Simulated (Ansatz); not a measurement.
# Predicting a hybrid from its neighbours: BSiN2H5

BSiN2H5 has 9 atoms, charge 0, and is taken as a singlet. SMILES: `N[SiH]1BN1`. The coordinates come from a PBE0-D4/def2-TZVP relaxation. This is one conformer, not always the lowest.

The HOMO–LUMO gap y, in eV, basis cc-pVDZ; a is the functional's share of exact exchange. Programs: Ansatz 0.2.0.

```
functional  program     a  y (eV)
    r2SCAN   Ansatz     0    4.92
      BLYP   Ansatz     0    4.42
     B3LYP   Ansatz   0.2    6.18
      PBE0   Ansatz  0.25    6.59
   r2SCAN0   Ansatz  0.25       ?
     BHLYP   Ansatz   0.5    8.77
```

Fit y = c + s·a to the known rows and predict r2SCAN0.


1. Means of the 5 rows: a = 0.1900, y = 6.176.
2. Σ(Δa)² = 0.172, Σ(Δa·Δy) = 1.4013, so the slope is 1.4013/0.172 = 8.1471.
3. Intercept: 6.176 − (8.1471) × 0.1900 = 4.628. The largest residual of the fit is 0.29.
4. r2SCAN0: 4.628 + (8.1471) × 0.25 = 6.66 eV.

The run gave 6.91 eV, so the prediction is off by -0.25 eV, within the largest residual. Exact exchange lowers occupied levels and raises empty ones. The rows mix families of semi-local functionals, which the line can't see.

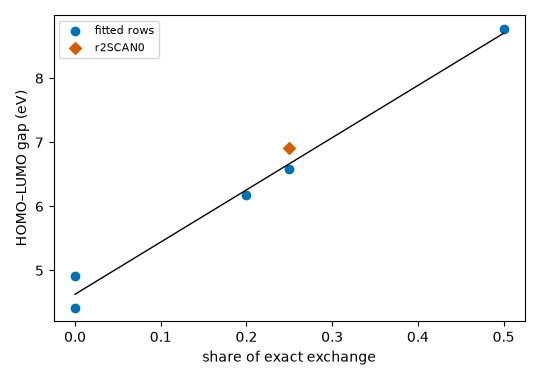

The fitted line, with the withheld row.
